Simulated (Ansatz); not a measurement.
# [PH2]− (phosphanide): levels of theory compared

Aim: a comparison of 6 runs (UHF/6-31G*, UB3LYP/3-21G, HSE06/6-31G*, PBE/6-31G*, wB97X/6-31G*, BCCD(T)/6-31G*) of [PH2]− (phosphanide). 

The results are computed with Ansatz 0.2.0.

2 further runs of the same task are left out: 2 that didn't finish.

**1. The system as given**

[PH2]−: 3 atoms, total charge -1, spin state singlet. As SMILES, `[PH2-]`. The H2–P1 distance was set to 2.690 Å, away from the relaxed value. At this shape a bond of the SMILES string is far longer than usual.

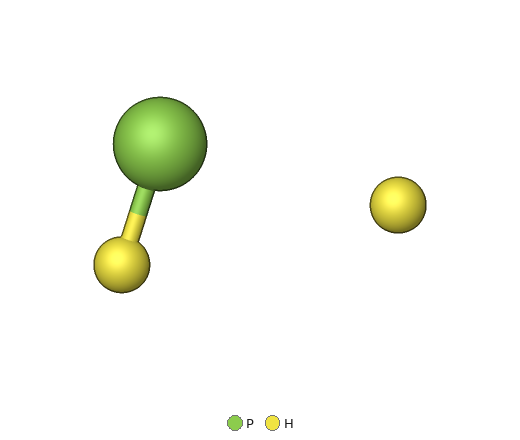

Viewed from a chosen angle; phosphorus green, hydrogen yellow.

**2. The energy at UHF/6-31G(d) (spherical functions) (run 1)**

Input file job.yaml:

```yaml
crystal:
  periodic: [false, false, false]
  atoms:
    - {symbol: P, position_ang: [0.892262, -1.577420, 0.324972]}
    - {symbol: H, position_ang: [0.105590, 0.990220, 0.165130]}
    - {symbol: H, position_ang: [-0.211158, -1.980490, -0.330258]}
basis:
  gaussian: {orbitals: 6-31G_st_-spherical.json}
magnetization: {spin_polarized: true, initial_magnetization: 0}
hamiltonian: {xc: hf}
total_charge: -1
accuracy: high
```

The basis set 6-31G* is read from a file made from the Basis Set Exchange's data (not shown).

Launch:

```console
ansatz run job.yaml --threads 1 --pin off --max-ram 2610MiB --events-out events.jsonl --progress --plain --runs-dir runs
```

The program printed:

```text
Warning: RAYON_NUM_THREADS=1 ignored (pool sized by the plan → 1); use --threads N
Functional definition: HF
  name "HF"
  exchange = exact_x
  correlation = 0
378 factors; integrals over basis functions are off by at most 3.4e-9 eV
mean field evaluation 1: about -9297.6611 eV, gradient 9.1e0 eV
mean field evaluation 2: about -9297.6823 eV, gradient 9.1e0 eV
mean field evaluation 4: about -9298.4884 eV, gradient 8.8e-1 eV
mean field evaluation 8: about -9298.5017 eV, gradient 1.9e-3 eV
mean field evaluation 16: about -9298.7238 eV, gradient 1.5e0 eV
mean field evaluation 32: about -9298.5798 eV, gradient 1.1e0 eV
mean field evaluation 64: about -9299.2569 eV, gradient 2.4e-1 eV
mean field evaluation 96: about -9299.0860 eV, gradient 4.1e-1 eV
mean field evaluation 128: about -9298.3687 eV, gradient 3.1e0 eV
mean field -9299.33716047 eV, -341.7443373302 hartree, gradient 8.6e-9 eV, S^2 0.809311; 7 other end points of the search recorded, 0 dependent functions left out
reference -9299.33716047 eV, -341.7443373302 hartree; 9, 9 occupied and 13, 13 virtual orbitals, 378 factors
Total energy: -9299.33716047 eV, -341.7443373302 hartree
```

It took 0.34 s on 1 thread of Arm Neoverse V1, shared host.

**3. A single-point energy at UB3LYP/3-21G (run 2)**

Input file run.yaml:

```yaml
basis:
  gaussian:
    orbitals: 3-21G.json
crystal:
  periodic: [false, false, false]
  atoms:
    - {symbol: P, position_ang: [0.892262, -1.577420, 0.324972]}
    - {symbol: H, position_ang: [0.105590, 0.990220, 0.165130]}
    - {symbol: H, position_ang: [-0.211158, -1.980490, -0.330258]}
hamiltonian:
  xc: {name: B3LYP}
magnetization:
  spin_polarized: true
accuracy: high
total_charge: -1
```

The basis set 3-21G is read from a file made from the Basis Set Exchange's data (not shown).

Launch:

```console
ansatz run run.yaml --threads 1 --pin off --max-ram 2610MiB --events-out events.jsonl --progress --plain --runs-dir runs
```

The program printed:

```text
Warning: RAYON_NUM_THREADS=1 ignored (pool sized by the plan → 1); use --threads N
Functional definition: B3LYP
  name "B3LYP"
  parameter a0 = 0.2
  parameter ax = 0.72
  parameter ac = 0.81
  exchange = (1 - a0 - ax)*slater_x + ax*b88_x + a0*exact_x
  correlation = (1 - ac)*vwn_rpa_c + ac*lyp_c
317 factors; integrals over basis functions are off by at most 4.1e-9 eV
mean field evaluation 1: about -9268.8676 eV, gradient 1.2e1 eV
mean field evaluation 2: about -9259.5854 eV, gradient 2.6e1 eV
mean field evaluation 4: about -9270.5936 eV, gradient 1.7e0 eV
mean field evaluation 8: about -9270.6268 eV, gradient 6.5e-3 eV
mean field evaluation 16: about -9270.6268 eV, gradient 6.4e-9 eV
mean field evaluation 32: about -9270.6854 eV, gradient 1.4e-1 eV
mean field evaluation 64: about -9269.2149 eV, gradient 4.5e0 eV
mean field -9270.68662338 eV, -340.6914495120 hartree, gradient 1.5e-8 eV, S^2 0.384968; 8 other end points of the search recorded, 0 dependent functions left out
reference -9270.68664962 eV, -340.6914504766 hartree; 9, 9 occupied and 8, 8 virtual orbitals, 317 factors
Total energy: -9270.68664962 eV, -340.6914504766 hartree
```

Run time: 2.6 s. Hardware: 1 thread of Arm Neoverse V1, shared host; peak memory 0.098 GiB.

Run 3 isn't shown in full; the table further down has it.

**4. A single-point energy at PBE/6-31G(d) (spherical functions) (run 4)**

Input file in.yaml:

```yaml
crystal:
  periodic: [false, false, false]
  atoms:
    - {symbol: P, position_ang: [0.892262, -1.577420, 0.324972]}
    - {symbol: H, position_ang: [0.105590, 0.990220, 0.165130]}
    - {symbol: H, position_ang: [-0.211158, -1.980490, -0.330258]}
basis:
  gaussian: {orbitals: 6-31G_st_-spherical.json}
total_charge: -1
hamiltonian: {xc: {name: PBE}}
accuracy: high
```

The basis set 6-31G* is read from a file made from the Basis Set Exchange's data (not shown).

Launch:

```console
ansatz run in.yaml --threads 1 --pin off --max-ram 2610MiB --events-out events.jsonl --progress --plain --runs-dir runs
```

The program printed:

```text
Warning: RAYON_NUM_THREADS=1 ignored (pool sized by the plan → 1); use --threads N
Functional definition: PBE
  name "PBE"
  parameter kappa = 0.804
  parameter beta = 0.06672455060314922
  exchange = pbe_x(kappa = kappa, mu = beta*pi^2/3)
  correlation = pbe_c(beta = beta)
378 factors; integrals over basis functions are off by at most 3.4e-9 eV
mean field evaluation 1: about -9310.2599 eV, gradient 1.8e1 eV
mean field evaluation 2: about -9296.6241 eV, gradient 4.0e1 eV
mean field evaluation 4: about -9312.4283 eV, gradient 5.7e0 eV
mean field evaluation 8: about -9312.6681 eV, gradient 2.6e-1 eV
mean field evaluation 16: about -9312.6623 eV, gradient 1.4e-5 eV
mean field -9312.66232515 eV, -342.2340281001 hartree, gradient 1.7e-8 eV, S^2 0.000000; 0 other end points of the search recorded, 0 dependent functions left out
reference -9312.66232720 eV, -342.2340281753 hartree; 9, 9 occupied and 13, 13 virtual orbitals, 378 factors
Total energy: -9312.66232720 eV, -342.2340281753 hartree
```

It took 0.7 s on 1 thread of Arm Neoverse V1, shared host.

Run 5 isn't shown in full; the table further down has it.

**5. The energy at BCCD(T)/6-31G(d) (spherical functions) (run 6)**

Input file input.yaml:

```yaml
crystal:
  periodic: [false, false, false]
  atoms:
    - {symbol: P, position_ang: [0.892262, -1.577420, 0.324972]}
    - {symbol: H, position_ang: [0.105590, 0.990220, 0.165130]}
    - {symbol: H, position_ang: [-0.211158, -1.980490, -0.330258]}
basis:
  gaussian: {orbitals: 6-31G_st_-spherical.json}
correlation: {method: bccd_t, frozen_orbitals: {H: 0, P: 5}}
total_charge: -1
accuracy: high
scf: {omitted_lower_state_checks: [cluster_reference, increment]}
```

The basis set 6-31G* is read from a file made from the Basis Set Exchange's data (not shown).

Launch:

```console
ansatz run input.yaml --threads 1 --pin off --max-ram 2610MiB --events-out events.jsonl --progress --plain --runs-dir runs
```

The program printed, cut to the lines that bear on the results:

```text
Warning: RAYON_NUM_THREADS=1 ignored (pool sized by the plan → 1); use --threads N
[... 2 set-up lines as earlier in the session ...]
[...]
378 factors; integrals over basis functions are off by at most 3.4e-9 eV
[...]
mean field -9298.50174249 eV, -341.7136362856 hartree, gradient 2.0e-8 eV, S^2 0.000000; 0 other end points of the search recorded, 0 dependent functions left out; unrestricted orbitals would lower it
5 core orbitals not correlated: weight in the atoms' cores, before any rotation towards them, 1.000 or more for the frozen orbitals, at most 0.000 for the correlated occupied ones
reference -9298.50174249 eV, -341.7136362856 hartree; 4, 4 occupied and 13, 13 virtual orbitals, 378 factors
second order -2.93979474 eV of doubles, -0.00000000 eV of singles
cycle   1  -3.51059044 eV  change   -5.7e-1 eV  update   1.3e-1
[...]
cycle  24  -3.99806601 eV  change  -2.3e-10 eV  update  3.1e-10
perturbative correction -0.19989593 eV, -0.0073460398 hartree
Total energy: -9302.69970442 eV, -341.8679085411 hartree
Checks for a lower state left out: cluster_reference, increment
```

Wall time 0.32 s (1 thread of Arm Neoverse V1, shared host).

**6. All runs side by side**

```csv
run,level,frozen core orbitals,energy (Eh),wall time
1,UHF/6-31G* (spherical functions),–,-341.744337,0.34 s
2,UB3LYP/3-21G,–,-340.691450,2.6 s
3,HSE06/6-31G* (spherical functions),–,-342.251655,0.83 s
4,PBE/6-31G* (spherical functions),–,-342.234028,0.7 s
5,wB97X/6-31G* (spherical functions),–,-342.377068,2.8 s
6,BCCD(T)/6-31G* (spherical functions),5,-341.867909,0.32 s
```

**7. Results**

| quantity | value |
| --- | --- |
| run 6: total energy | -341.86791 Eh |
| run 6: correlation energy (5 core orbitals frozen) | -154.3 mEh |
| run 6: (T) correction | -7.35 mEh |

**Reading.** Totals of different functionals can't be ranked against each other. In run 6 the log says that unrestricted orbitals would lower the reference, so the values rest on an unstable closed-shell determinant (other closed-shell runs at this shape may share the fault). Spin contamination of the reference: run 1 ⟨S²⟩ = 0.81, run 2 ⟨S²⟩ = 0.38. Where it is this large, the reference is a mixture of spin states, and values that rest on it are in doubt. All runs together took 7.6 s, the longest 2.8 s.
